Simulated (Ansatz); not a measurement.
# CCSDT(Q)/STO-3G run of N2O (SMILES N#[N+][O-])

What is the energy change on altering one bond length of N2O at CCSDT(Q)/STO-3G? 

The results are computed with Ansatz 0.2.0.

30 further runs of the same task are left out: 6 that didn't finish, 24 set aside as unsound or not needed.

## (1) The system as given

The species is N2O (3 atoms), meant as a singlet with charge 0. As SMILES, `N#[N+][O-]`. Geometry: relaxed at PBE0-D4/def2-TZVP.

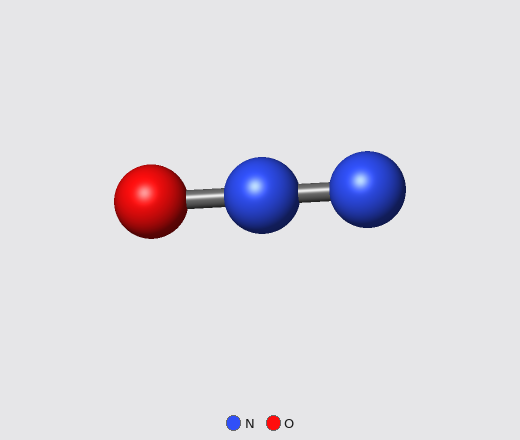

Viewed from a chosen angle; nitrogen blue, oxygen red.

## (2) The energy at CCSDT(Q)/STO-3G

The input, input.yaml:

```yaml
crystal:
  periodic: [false, false, false]
  atoms:
    - {symbol: "N", position_ang: [-0.511700, 1.001300, -0.167900]}
    - {symbol: N, position_ang: [-0.008400, 0.016500, -0.002800]}
    - {symbol: O, position_ang: [0.520100, -1.017800, 0.170700]}
basis:
  gaussian:
    orbitals: STO-3G
correlation:
  method: ccsdt_q
  frozen_orbitals: {"N": 1, O: 1}
accuracy: high
scf:
  omitted_lower_state_checks: [cluster_reference, increment]
```

Command:

```bash
ansatz run input.yaml --threads 1 --pin off --max-ram 2610MiB --events-out events.jsonl --progress --plain --runs-dir runs
```

The program printed, cut to the lines that bear on the results:

```text
Warning: RAYON_NUM_THREADS=1 ignored (pool sized by the plan → 1); use --threads N
Functional definition: HF
  name "HF"
[...]
252 factors; integrals over basis functions are off by at most 2.3e-8 eV
[...]
mean field -4930.34395590 eV, -181.1867984723 hartree, gradient 8.9e-8 eV, S^2 0.000000; 0 other end points of the search recorded, 0 dependent functions left out; unrestricted orbitals would lower it
3 core orbitals not correlated: weight in the atoms' cores, before any rotation towards them, 1.000 or more for the frozen orbitals, at most 0.000 for the correlated occupied ones
reference -4930.34395590 eV, -181.1867984723 hartree; 8, 8 occupied and 4, 4 virtual orbitals, 252 factors
second order -6.44151662 eV of doubles, -0.00000000 eV of singles
cycle   1  -5.45087683 eV  change    9.9e-1 eV  update   1.9e-1
[...]
cycle  25  -6.51255788 eV  change  -8.4e-10 eV  update  2.0e-10
perturbative correction -0.07465058 eV, -0.0027433582 hartree
Total energy: -4936.93116436 eV, -181.4288739181 hartree
Checks for a lower state left out: cluster_reference, increment
```

It took 1.1 s on 1 thread of Intel Xeon Platinum 8375C at 2.90GHz (Ice Lake), shared host.

## (3) The distorted shape at the same level

The input, molecule.yaml:

```yaml
basis:
  gaussian:
    orbitals: STO-3G
crystal:
  periodic: [false, false, false]
  atoms:
    - symbol: "N"
      position_ang: [-0.643831, 1.259886, -0.211277]
    - symbol: "N"
      position_ang: [-0.140531, 0.275086, -0.046177]
    - symbol: O
      position_ang: [0.520100, -1.017800, 0.170700]
scf:
  omitted_lower_state_checks: [cluster_reference, increment]
accuracy: high
correlation:
  method: ccsdt_q
  frozen_orbitals: {"N": 1, O: 1}
```

Command:

```bash
ansatz run molecule.yaml --threads 1 --pin off --max-ram 2610MiB --events-out events.jsonl --progress --plain --runs-dir runs
```

The program printed, cut to the lines that bear on the results:

```text
Warning: RAYON_NUM_THREADS=1 ignored (pool sized by the plan → 1); use --threads N
[... 2 set-up lines as earlier in the session ...]
[...]
249 factors; integrals over basis functions are off by at most 1.4e-8 eV
[...]
mean field -4930.38733206 eV, -181.1883925168 hartree, gradient 8.3e-8 eV, S^2 0.000000; 0 other end points of the search recorded, 0 dependent functions left out; unrestricted orbitals would lower it
3 core orbitals not correlated: weight in the atoms' cores, before any rotation towards them, 1.000 or more for the frozen orbitals, at most 0.000 for the correlated occupied ones
reference -4930.38733206 eV, -181.1883925168 hartree; 8, 8 occupied and 4, 4 virtual orbitals, 249 factors
second order -5.54475556 eV of doubles, -0.00000000 eV of singles
cycle   1  -5.23244095 eV  change    3.1e-1 eV  update   1.5e-1
[...]
cycle  31  -6.28662931 eV  change   2.7e-10 eV  update  4.5e-10
perturbative correction -0.13790567 eV, -0.0050679399 hartree
Total energy: -4936.81186704 eV, -181.4244898226 hartree
Checks for a lower state left out: cluster_reference, increment
```

Wall time 1.1 s (1 thread of Intel Xeon Platinum 8375C at 2.90GHz (Ice Lake), shared host).

## (4) Outcome

At CCSDT(Q)/STO-3G, 3 core orbitals frozen:

```
                                                         quantity          value
                                        first shape: total energy  -181.42887 Eh
         first shape: correlation energy (3 core orbitals frozen)     -242.1 mEh
                                       first shape: T1 diagnostic          0.022
                                    distorted shape: total energy  -181.42449 Eh
     distorted shape: correlation energy (3 core orbitals frozen)     -236.1 mEh
                                   distorted shape: T1 diagnostic          0.045
energy change with the N2–O3 bond stretched from 1.174 to 1.468 Å       0.119 eV
```

**Reading.** With the N2–O3 bond stretched from 1.174 to 1.468 Å the energy rises by 0.12 eV (2.8 kcal/mol). The first shape isn't relaxed at this level, so the change isn't measured from a minimum. The minimal basis adds a large error of its own. The T1 diagnostic (first shape) of 0.022 is above the customary mark for such species, so a single reference may not serve. The restricted solution (first shape) is unstable to spin breaking: an unrestricted one lies lower. The T1 diagnostic (distorted shape) of 0.045 is above the customary mark for such species, so a single reference may not serve. The restricted solution (distorted shape) is unstable to spin breaking: an unrestricted one lies lower.
